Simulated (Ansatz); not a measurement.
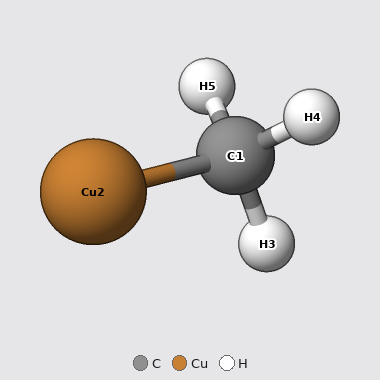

The system is CH₃Cu, SMILES [CH3][Cu]; the picture shows the grid point nearest to the relaxed geometry. 
- Two internal coordinates are moved rigidly from the geometry relaxed at PBE0-D4/def2-TZVP, all others fixed.
- Coordinates scanned: (1) bond C1–H3; (2) angle Cu2–C1–H5.
- The grid has 7 × 7 points.
- Points are written as (first, second).
- Energies: kJ/mol, counted from the lowest grid point.
- Theory: RKS PBE-D4/def2-TZVPP in Ansatz.

Its coordinates:

```yaml
atoms:
  - { symbol: C, position_ang: [-0.1505, -0.0112, -0.0638] }
  - { symbol: Cu, position_ang: [1.6453, -0.0500, 0.5578] }
  - { symbol: H, position_ang: [-0.7010, -0.8388, 0.3979] }
  - { symbol: H, position_ang: [-0.1482, -0.1194, -1.1498] }
  - { symbol: H, position_ang: [-0.5981, 0.9432, 0.2189] }
```

Range: bond C1–H3 from 0.960 to 1.528 Å; angle Cu2–C1–H5 from 90.7 to 126.7°.

### Predict the map.

The lowest grid point is at (1.096 Å, 108.7°). It is the only kind of minimum in the scanned range. The highest grid point, (1.528 Å, 90.7°), lies 152 kJ/mol above the lowest. Round the minimum the two coordinates are nearly uncoupled.

```
angle Cu2–C1–H5 ↓, bond C1–H3 →  0.960  1.016  1.096  1.191  1.295  1.408  1.528
                          126.7     53     26     13     23     52     94    144
                          120.7     45     18      6     16     46     88    138
                          114.7     40     14      1     12     42     85    135
                          108.7     39     12      0     11     41     85    135
                          102.7     40     13      1     13     44     87    138
                           96.7     44     17      6     17     48     92    143
                           90.7     50     24     13     25     56    100    152
```

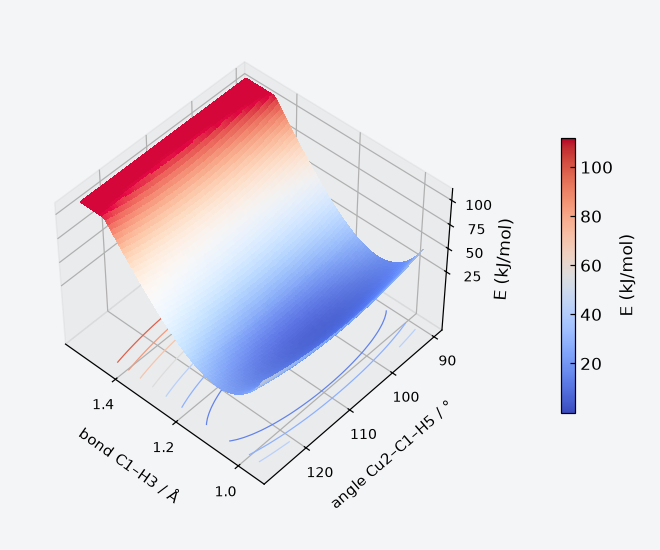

In the figure: a relief with its contours projected below, any walls above the top of the colour scale cut off. Between grid points the surface is interpolated.
